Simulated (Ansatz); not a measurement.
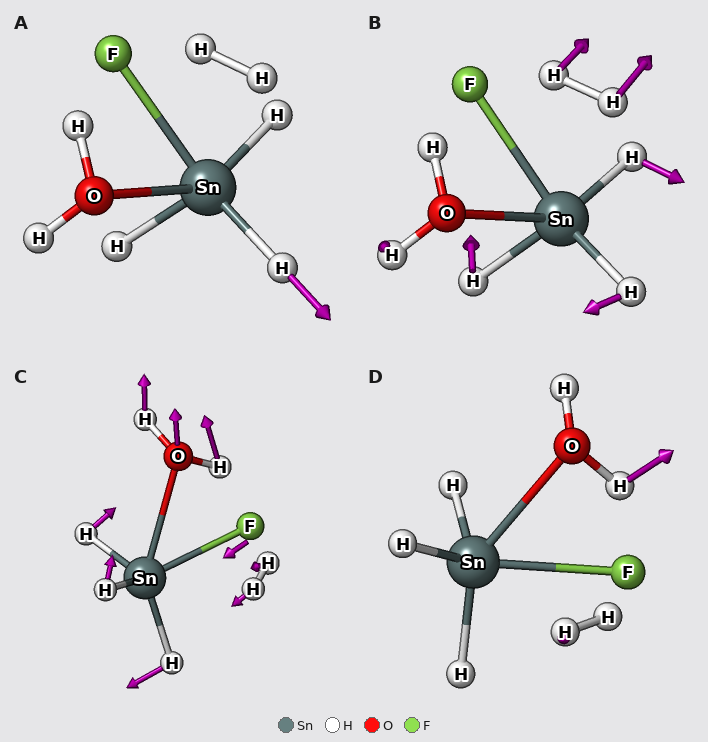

4 normal modes of one molecule or complex, as arrows. Harmonic vibrations computed with RKS PBE0-D4/def2-SVP, core potentials on Sn (Ansatz 0.2.0) at a stationary point of the same level. It is a saddle point of order 1.

Question: Match the panels to the wavenumbers 116 cm⁻¹, 369 cm⁻¹, 1192 cm⁻¹, 1942 cm⁻¹.

Answer: A: 1942 cm⁻¹, Sn–H stretching
B: 369 cm⁻¹
C: 116 cm⁻¹
D: 1192 cm⁻¹, H–O–Sn bending
